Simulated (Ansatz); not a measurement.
# CH₆FSi (charge −1): what the fields show

```xyz
9

F     1.0942    0.0744   -1.6153
C     0.5299   -0.1678    0.9620
Si   -0.3969    0.1223   -0.6903
H     1.6127   -0.2655    0.8455
H     0.1387   -1.0734    1.4391
H     0.3172    0.6629    1.6442
H    -0.6172    1.5400   -1.1872
H    -1.7884    0.1762    0.0942
H    -0.8902   -1.0690   -1.4922
```

Geometry: PBE0-D4/def2-TZVPD.

Method: RKS PBE0-D4/def2-TZVPPD in Ansatz 0.2.0.

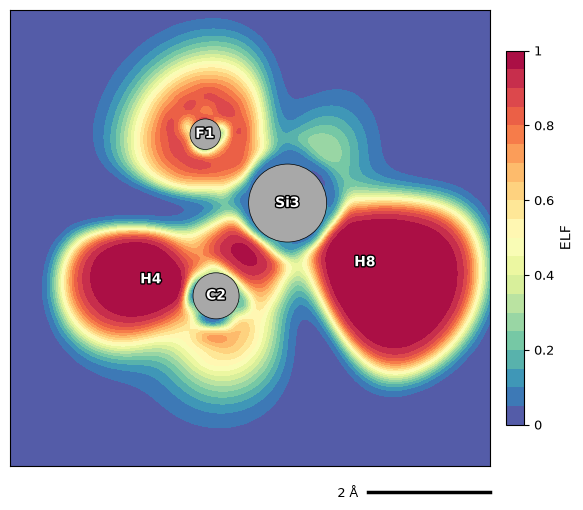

Figure 1. Electron localisation function on the plane of atoms C2, Si3 and H8. Grey discs cover the atomic cores.

What do the fields say about this system?

The section cuts through F, C, Si and H sites.
Si–F (1.76 Å): the ELF peaks at about 0.85 in the valence shell of F, 0.6 Å from its nucleus, and is about 0.55 at the midpoint.
C–Si (1.92 Å): the ELF peaks at about 0.95 between the atoms, as expected for localised, covalent bonding.
C–H (1.09 Å): the ELF climbs to about 1 towards the hydrogen, as it does in any bond to H (an ordinary covalent bond to hydrogen).
The ELF also peaks beside F1, away from the bonds: lone-pair regions.

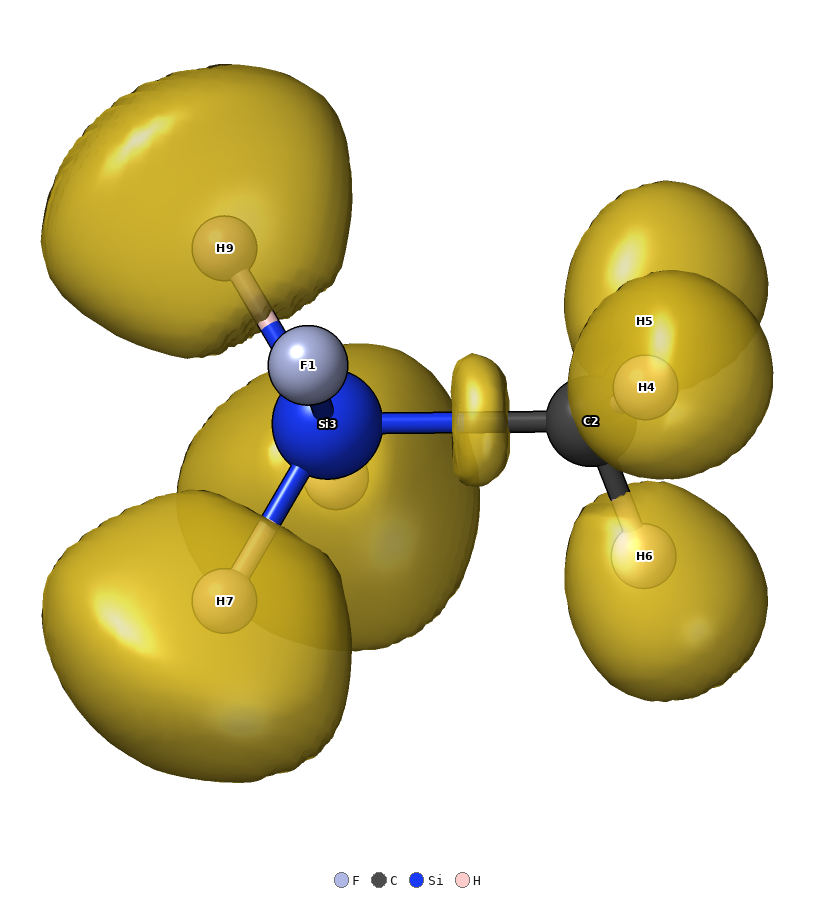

Figure 2. Isosurface of the electron localisation function at 0.9 (yellow), seen from one side. Core shells and regions of very low density are left out.

Identify the bonds, lone pairs and shells in this picture.

The ELF exceeds this value in one region between bonded C–Si atoms (shared pairs) and six regions around hydrogen nuclei.

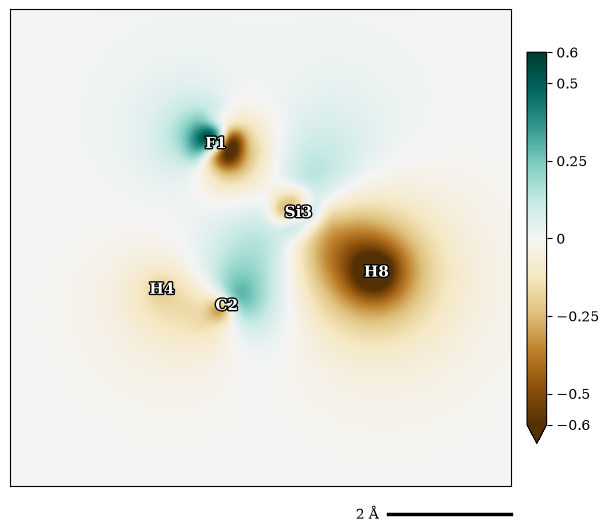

Figure 3. The HOMO on the plane of atoms F1, Si3 and C2 (values in Å⁻³ᐟ²; the overall sign is arbitrary).

What is the character of this orbital?

By Hirshfeld shares it lies mainly on H8 (about 40 %), Si3 (about 30 %), H7 (about 10 %), H9 (about 10 %) and F1 (about 5 %). Its energy is −1.37 eV.
